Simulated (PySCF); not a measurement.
C3H6SSi, SMILES C(C[SiH2]S)#C at its GFN2-xTB optimised geometry (Å):

```
11

C      2.3568    -1.1090     0.0006
C      1.1603    -1.1350     0.0000
C     -0.2807    -1.1350     0.0000
Si    -0.9713     0.6373     0.0000
S     -3.1140     0.3871     0.0233
H      3.4053    -1.1124    -0.0005
H     -0.6381    -1.6760     0.8803
H     -0.6386    -1.6767    -0.8797
H     -0.6189     1.3651    -1.2153
H     -0.5930     1.3766     1.2002
H     -3.4053     1.6767     0.0347
```

Computed with CAM-B3LYP/def2-TZVP in PySCF. Cells within 0.4 Å of a nucleus heavier than hydrogen are left out (blank, or x).

Map of the electron localisation function on the plane z = 0.0 Å:

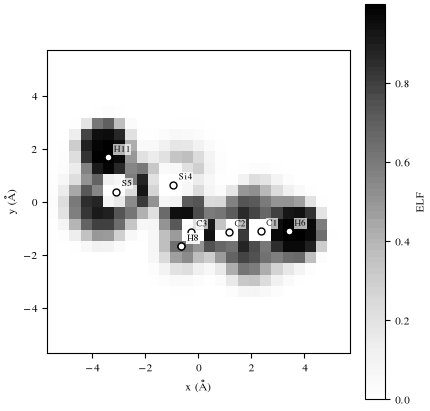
Fig. 1. Electron localisation function on the plane z = 0.0 Å.
